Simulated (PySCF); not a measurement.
The calculation's input:

```
mol = gto.M(atom='''
Re     0.00000    -0.00000    -0.04507
O      0.94056     0.94056     0.97606
O     -0.94056    -0.94056     0.97606
F      1.09911    -1.09911    -0.98464
F     -1.09911     1.09911    -0.98464''',
    basis={'Re': 'def2-SVP', 'O': 'def2-SVP', 'F': 'def2-SVP'},
    ecp={'Re': 'def2-SVP'},
    charge=1, spin=0)
mf = dft.RKS(mol, xc='TPSS')
mf.grids.atom_grid = (75, 302)  # f atoms: at least (60, 302), unpruned
mf = mf.density_fit()  # Re def2-universal-JKFIT, O def2-universal-JKFIT, F def2-universal-JKFIT
mf.conv_tol = 1e-09; mf.max_cycle = 55
mf.kernel(dm0)
```

Launched as:

```sh
OMP_NUM_THREADS=2 python run.py
```

Core potentials replace the inner electrons of Re.

Computed with RKS TPSS, Re def2-SVP with ECP60, O def2-SVP, F def2-SVP; non-relativistic Hamiltonian with scalar-relativistic core potentials where named; density fitting (PySCF 2.14.0).

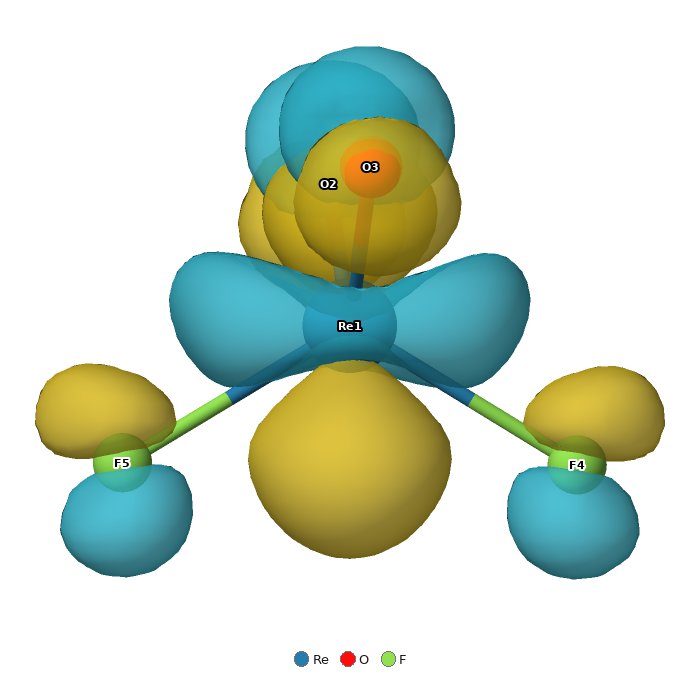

F2O2Re (charge +1). One frontier orbital at ±0.15 Å⁻³ᐟ² (yellow and cyan are the two phases), seen across its widest extent.

> Which orbital is it: HOMO or LUMO?

The LUMO, at −11.81 eV. Its weight (Hirshfeld) is mainly on Re1 (about 55 %), O2 (about 15 %), O3 (about 15 %), F4 (about 10 %) and F5 (about 10 %).
